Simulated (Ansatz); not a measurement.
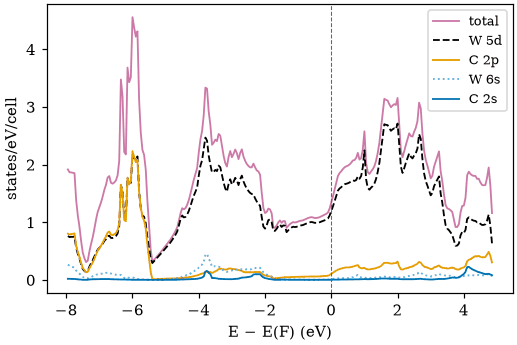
Fig. 1. Total and projected density of states of W2C in space group P-3m1 (No. 164; C on 1a, W on 2d), plane-wave PAW LDA (Ansatz code)

Task: Which orbitals carry the states next to the Fermi level?

Result: Within 0.5 eV of the Fermi level: W 5d 88 %, C 2p 9 %. Projections are on Löwdin-orthogonalised atomic valence shells; empty p or d shells of many metals are not among them.

Task: Where is the tallest occupied peak in this window, and what makes it?

Result: Near -6.0 eV, about 4.6 states/eV per cell; the largest projected share is C 2p.

The LDA relaxation kept the symmetry of its start; of distortions, only those at the zone centre were tested. No spin polarisation was allowed. Spin–orbit coupling is left out wherever it is not named.

Potentials: the later of the program's two PAW sets.
